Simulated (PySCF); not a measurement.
# Geometry relaxation of C4H12Se6Si4 (part 1 of 2)

The run: geometry relaxation of C4H12Se6Si4 ((MeSi)4Se6 adamantane). Method and program: PBE0-D3(BJ)/def2-SVP geometry optimisation, gas phase (PySCF 2.14.0).

It belongs to a series of runs on one base structure; here: Me, Se.

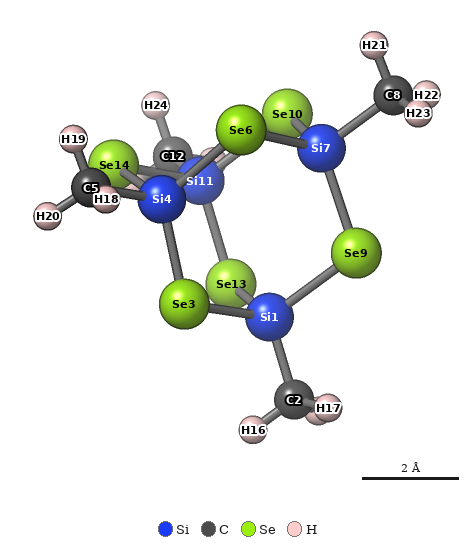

The starting structure (ball-and-stick view, seen at a tilt; atoms are numbered from 1 in the order of the input). Bond lengths as drawn: C–H 1.05 to 1.13 Å, C–Si 1.79 to 1.93 Å and Se–Si 2.24 to 2.44 Å.

**Results in brief**

| quantity | value |
| --- | --- |
| outcome | converged |
| total energy | −15722.865635 hartree |
| dipole moment | 0.03 D |
| hardware | 2 CPU threads, shared host |
| wall time | 31 min (CPU time 65 min) |
| peak memory | 4.9 GiB |

**Input**
```
{"job": {"xc": "PBE0", "basis": "def2-SVP", "d3": "d3bj", "grid": 1, "maxiter": 40, "shake": 0.03, "kind": "geom"}, "charge": 0, "multiplicity": 1}
Si     1.566080    -1.692490     0.403310
C      2.762830    -2.991770     0.711970
Se     0.757910    -0.841070     2.452190
Si    -0.627510     0.837320     1.941300
C     -1.350480     1.503620     3.571700
Se     0.225520     2.629430     0.791500
Si     0.979950     1.632550    -1.197360
C      1.806050     3.032560    -2.230490
Se     2.594970     0.042190    -0.795110
Se    -0.829040     0.820850    -2.449610
Si    -1.760010    -0.857500    -1.112710
C     -3.177430    -1.559680    -2.088230
Se    -0.326010    -2.580870    -0.824350
Se    -2.655580    -0.012930     0.881720
H      2.850400    -3.662820    -0.143950
H      2.481480    -3.530620     1.598790
H      3.758340    -2.506610     0.912310
H     -0.545890     1.980620     4.173700
H     -2.101010     2.263770     3.441540
H     -1.853760     0.751850     4.217230
H      1.076810     3.898840    -2.255060
H      1.936210     2.624530    -3.264920
H      2.742110     3.318960    -1.853140
H     -3.966670    -0.789980    -2.279250
H     -2.815670    -1.956810    -3.066790
H     -3.671020    -2.348000    -1.566330
```

The first line tells a small driver script what to run in PySCF; the rest is the geometry in Å.

Launch command:
```bash
OMP_NUM_THREADS=2 python <driver script> task.json out
```

**What the program printed**
```
step   0  E = -15722.83330382  max force = 0.055199
step   1  E = -15722.86205972  max force = 0.014616
step   2  E = -15722.86414834  max force = 0.003362
step   3  E = -15722.86470271  max force = 0.001967
step   4  E = -15722.86489705  max force = 0.001916
step   5  E = -15722.86509833  max force = 0.001553
step   6  E = -15722.86525640  max force = 0.001647
step   7  E = -15722.86541959  max force = 0.001758
step   8  E = -15722.86553368  max force = 0.001325
step   9  E = -15722.86560139  max force = 0.000822
step  10  E = -15722.86562630  max force = 0.000253
step  11  E = -15722.86563514  max force = 0.000186
optimisation converged
```

**Trajectory as extended XYZ (Å, eV, eV/Å), 12 frames, from step=0 to step=11**
```
26
Properties=species:S:1:pos:R:3:forces:R:3 step=0 energy=-427840.08636
Si    1.5661   -1.6925    0.4033   -2.6496   2.1932  -0.8823
C     2.7628   -2.9918    0.7120    1.7751   0.1623   0.0370
Se    0.7579   -0.8411    2.4522    0.8205  -0.7591  -0.1664
Si   -0.6275    0.8373    1.9413   -1.9960   0.1297  -0.4940
C    -1.3505    1.5036    3.5717    0.9234  -0.4606   0.6009
Se    0.2255    2.6294    0.7915    0.2168  -0.3475  -0.2752
Si    0.9799    1.6325   -1.1974   -0.4755   0.1284   0.0616
C     1.8060    3.0326   -2.2305   -2.8384  -0.9793  -0.8829
Se    2.5950    0.0422   -0.7951   -0.0715  -0.4369   0.1910
Se   -0.8290    0.8208   -2.4496    0.3528   0.0384   0.4153
Si   -1.7600   -0.8575   -1.1127    0.0735   1.0178   0.7094
C    -3.1774   -1.5597   -2.0882   -0.0269   1.0169  -1.3090
Se   -0.3260   -2.5809   -0.8244    1.2622  -0.1458   0.6349
Se   -2.6556   -0.0129    0.8817    1.3552   0.1379  -0.2409
H     2.8504   -3.6628   -0.1439    0.0437  -0.1950  -0.1868
H     2.4815   -3.5306    1.5988   -0.2480  -0.6233   0.6583
H     3.7583   -2.5066    0.9123   -0.6238  -0.3813  -0.1810
H    -0.5459    1.9806    4.1737   -0.1343  -0.2457  -0.1670
H    -2.1010    2.2638    3.4415   -0.5420   0.7060  -0.6213
H    -1.8538    0.7519    4.2172    0.4314  -0.1454  -0.4092
H     1.0768    3.8988   -2.2551    0.7495  -0.7070  -0.0287
H     1.9362    2.6245   -3.2649   -0.0940   0.3232   0.5019
H     2.7421    3.3190   -1.8531    1.6693   0.5863   0.8465
H    -3.9667   -0.7900   -2.2793    0.5654  -0.2144   0.0241
H    -2.8157   -1.9568   -3.0668   -0.1560   0.2269   0.4172
H    -3.6710   -2.3480   -1.5663   -0.3828  -1.0257   0.7466
26
Properties=species:S:1:pos:R:3:forces:R:3 step=1 energy=-427840.86885
Si    1.4884   -1.6150    0.3857   -0.7516   0.5429  -0.1622
C     2.7280   -2.9492    0.7041    0.2648  -0.0954   0.1768
Se    0.7488   -0.8535    2.4222    0.3772  -0.1960   0.1424
Si   -0.6689    0.8231    1.8829   -0.6931  -0.0912  -0.2193
C    -1.3209    1.4936    3.4911    0.0371   0.2504   0.3338
Se    0.1990    2.6012    0.7704    0.1958   0.0097  -0.0428
Si    0.9207    1.5950   -1.1649   -0.0897   0.0257   0.2108
C     1.7244    2.9482   -2.1721   -0.1331  -0.2932  -0.0156
Se    2.5459    0.0396   -0.7835    0.2198  -0.1003  -0.0542
Se   -0.8185    0.8331   -2.4216   -0.0424  -0.0599  -0.0658
Si   -1.6974   -0.8068   -1.0738    0.0244   0.2190   0.0250
C    -3.1128   -1.5141   -2.0540   -0.2038  -0.0729  -0.0314
Se   -0.2571   -2.5453   -0.7814    0.2173  -0.2133   0.0672
Se   -2.5867    0.0185    0.8577    0.2853   0.0159  -0.0162
H     2.8250   -3.6128   -0.1667   -0.0141  -0.0122  -0.0160
H     2.4390   -3.5349    1.5905   -0.0500  -0.0541  -0.0841
H     3.7046   -2.4845    0.9079    0.0327  -0.0179   0.0023
H    -0.5035    1.9461    4.0775   -0.0232  -0.0431  -0.0270
H    -2.0781    2.2744    3.3079    0.0643  -0.0435  -0.1009
H    -1.7917    0.7066    4.1000    0.0543  -0.0807  -0.0733
H     1.0324    3.7999   -2.2074    0.0426   0.1488  -0.0204
H     1.8680    2.5659   -3.1938    0.0925   0.0669  -0.0362
H     2.6928    3.2478   -1.7466   -0.0407   0.0551   0.0153
H    -3.8688   -0.7372   -2.2463    0.0393   0.0445  -0.0046
H    -2.7535   -1.9029   -3.0185    0.0201  -0.0129   0.0001
H    -3.6005   -2.3307   -1.4972    0.0743   0.0076  -0.0035
26
Properties=species:S:1:pos:R:3:forces:R:3 step=2 energy=-427840.92568
Si    1.4557   -1.5839    0.3815   -0.1347   0.1385   0.0496
C     2.7105   -2.9248    0.7051    0.0546  -0.0281   0.0706
Se    0.7592   -0.8493    2.4320    0.1531  -0.0037   0.0758
Si   -0.6927    0.8152    1.8812   -0.1729  -0.0276   0.0125
C    -1.3117    1.4992    3.5011   -0.0288   0.1096   0.0560
Se    0.2069    2.5871    0.7720    0.1166   0.0018  -0.0017
Si    0.9129    1.5836   -1.1621   -0.0110   0.0474   0.0969
C     1.7171    2.9341   -2.1671   -0.0183  -0.0389  -0.0185
Se    2.5486    0.0366   -0.7914    0.1223  -0.0238  -0.0827
Se   -0.8157    0.8197   -2.4350   -0.0294  -0.0407  -0.0391
Si   -1.6887   -0.8097   -1.0818    0.0407   0.0140  -0.1438
C    -3.1118   -1.5218   -2.0566   -0.0843  -0.0479   0.0836
Se   -0.2457   -2.5544   -0.7771   -0.0606  -0.1249  -0.0426
Se   -2.5712    0.0125    0.8460   -0.0301  -0.0230   0.0239
H     2.8106   -3.5788   -0.1739    0.0044   0.0132  -0.0107
H     2.4061   -3.5295    1.5740   -0.0262  -0.0140  -0.0651
H     3.6883   -2.4696    0.9222    0.0173   0.0012   0.0220
H    -0.4850    1.9429    4.0770    0.0147  -0.0136  -0.0202
H    -2.0644    2.2806    3.3058    0.0271  -0.0375   0.0128
H    -1.7740    0.7010    4.1005   -0.0118  -0.0215  -0.0058
H     1.0401    3.7994   -2.2145    0.0123   0.0594  -0.0056
H     1.8907    2.5692   -3.1904    0.0594   0.0046  -0.0154
H     2.6767    3.2395   -1.7210   -0.0626   0.0067  -0.0030
H    -3.8608   -0.7393   -2.2495   -0.0097   0.0166  -0.0057
H    -2.7532   -1.9162   -3.0187    0.0245  -0.0096  -0.0101
H    -3.5899   -2.3376   -1.4895    0.0335   0.0418  -0.0339
26
Properties=species:S:1:pos:R:3:forces:R:3 step=3 energy=-427840.94077
Si    1.4435   -1.5679    0.3820    0.0487  -0.0478   0.0490
C     2.7041   -2.9126    0.7085   -0.0393   0.0048  -0.0043
Se    0.7788   -0.8359    2.4439    0.0227   0.0481  -0.0211
Si   -0.7040    0.8105    1.8862   -0.0202  -0.0126   0.0361
C    -1.3095    1.5058    3.5099   -0.0392  -0.0007  -0.0632
Se    0.2228    2.5753    0.7764    0.0456  -0.0222   0.0043
Si    0.9153    1.5781   -1.1637    0.0020   0.0379   0.0122
C     1.7159    2.9339   -2.1666    0.0002   0.0463  -0.0137
Se    2.5588    0.0312   -0.8077   -0.0050  -0.0277  -0.0542
Se   -0.8109    0.8070   -2.4476    0.0070  -0.0115   0.0172
Si   -1.6883   -0.8190   -1.0965    0.0399  -0.0296  -0.1012
C    -3.1216   -1.5294   -2.0602   -0.0066   0.0037   0.0607
Se   -0.2496   -2.5691   -0.7782   -0.0269   0.0134   0.0199
Se   -2.5693   -0.0005    0.8387   -0.0217  -0.0067   0.0420
H     2.8121   -3.5538   -0.1795    0.0186   0.0240  -0.0104
H     2.3834   -3.5340    1.5587   -0.0145  -0.0082  -0.0284
H     3.6810   -2.4643    0.9442   -0.0049   0.0074   0.0298
H    -0.4735    1.9438    4.0749    0.0209   0.0002  -0.0038
H    -2.0600    2.2876    3.3147    0.0030  -0.0108   0.0356
H    -1.7682    0.7047    4.1087   -0.0171   0.0123   0.0136
H     1.0443    3.8043   -2.2234   -0.0081  -0.0047  -0.0038
H     1.9164    2.5781   -3.1886    0.0278  -0.0190   0.0082
H     2.6646    3.2462   -1.7027   -0.0313  -0.0084   0.0044
H    -3.8670   -0.7431   -2.2536   -0.0110  -0.0052  -0.0050
H    -2.7646   -1.9288   -3.0212    0.0059  -0.0041  -0.0079
H    -3.5959   -2.3419   -1.4875    0.0035   0.0209  -0.0160
26
Properties=species:S:1:pos:R:3:forces:R:3 step=4 energy=-427840.94605
Si    1.4411   -1.5632    0.3822    0.0985  -0.0680   0.0352
C     2.6990   -2.9110    0.7087   -0.0443   0.0167  -0.0258
Se    0.7919   -0.8245    2.4464   -0.0179   0.0425  -0.0323
Si   -0.7083    0.8084    1.8876    0.0239   0.0008   0.0248
C    -1.3130    1.5094    3.5097   -0.0095  -0.0335  -0.0575
Se    0.2364    2.5670    0.7788    0.0105  -0.0134   0.0053
Si    0.9198    1.5759   -1.1662    0.0148   0.0192  -0.0039
C     1.7159    2.9367   -2.1667    0.0021   0.0471  -0.0060
Se    2.5626    0.0218   -0.8252   -0.0459  -0.0201  -0.0341
Se   -0.8052    0.8020   -2.4523   -0.0017  -0.0011   0.0197
Si   -1.6841   -0.8228   -1.1036    0.0154  -0.0239  -0.0381
C    -3.1250   -1.5310   -2.0570    0.0253   0.0207   0.0089
Se   -0.2506   -2.5746   -0.7733   -0.0304   0.0364   0.0227
Se   -2.5663   -0.0072    0.8371   -0.0149  -0.0069   0.0164
H     2.8201   -3.5365   -0.1889    0.0246   0.0242  -0.0104
H     2.3628   -3.5476    1.5409   -0.0102  -0.0128  -0.0077
H     3.6719   -2.4665    0.9673   -0.0121   0.0026   0.0317
H    -0.4709    1.9436    4.0689    0.0067   0.0032   0.0072
H    -2.0618    2.2930    3.3193   -0.0049   0.0081   0.0167
H    -1.7720    0.7104    4.1117   -0.0063   0.0143   0.0113
H     1.0415    3.8047   -2.2317   -0.0131  -0.0280  -0.0087
H     1.9361    2.5815   -3.1850    0.0109  -0.0176   0.0135
H     2.6550    3.2555   -1.6896   -0.0015   0.0001   0.0111
H    -3.8694   -0.7439   -2.2511   -0.0029  -0.0072  -0.0023
H    -2.7713   -1.9351   -3.0178   -0.0078  -0.0008  -0.0014
H    -3.5979   -2.3399   -1.4802   -0.0092  -0.0026   0.0035
26
Properties=species:S:1:pos:R:3:forces:R:3 step=5 energy=-427840.95153
Si    1.4413   -1.5622    0.3828    0.0799  -0.0519  -0.0004
C     2.6931   -2.9129    0.7092   -0.0241   0.0159  -0.0286
Se    0.8070   -0.8096    2.4460   -0.0388   0.0111  -0.0195
Si   -0.7114    0.8069    1.8875    0.0434   0.0088  -0.0082
C    -1.3158    1.5144    3.5061    0.0232  -0.0394  -0.0097
Se    0.2564    2.5568    0.7820   -0.0274   0.0086   0.0027
Si    0.9267    1.5729   -1.1688    0.0144  -0.0134  -0.0149
C     1.7180    2.9394   -2.1654    0.0157   0.0146   0.0111
Se    2.5628    0.0042   -0.8520   -0.0564  -0.0054  -0.0096
Se   -0.7999    0.7985   -2.4552   -0.0101   0.0191   0.0095
Si   -1.6805   -0.8255   -1.1110   -0.0104  -0.0069   0.0427
C    -3.1299   -1.5295   -2.0529    0.0385   0.0153  -0.0442
Se   -0.2562   -2.5791   -0.7634   -0.0138   0.0344   0.0229
Se   -2.5637   -0.0131    0.8358    0.0019   0.0027  -0.0075
H     2.8466   -3.5070   -0.2046    0.0261   0.0180  -0.0075
H     2.3311   -3.5775    1.5076   -0.0077  -0.0172   0.0023
H     3.6545   -2.4729    1.0147   -0.0143  -0.0019   0.0289
H    -0.4672    1.9433    4.0605   -0.0113   0.0035   0.0121
H    -2.0605    2.3027    3.3218   -0.0064   0.0195  -0.0125
H    -1.7776    0.7210    4.1134    0.0047   0.0056   0.0022
H     1.0333    3.7976   -2.2480   -0.0160  -0.0306  -0.0172
H     1.9683    2.5798   -3.1752   -0.0040  -0.0077   0.0078
H     2.6414    3.2723   -1.6685    0.0169   0.0139   0.0126
H    -3.8726   -0.7410   -2.2483    0.0039  -0.0008   0.0025
H    -2.7833   -1.9406   -3.0137   -0.0141   0.0015   0.0049
H    -3.6032   -2.3330   -1.4702   -0.0140  -0.0175   0.0175
```
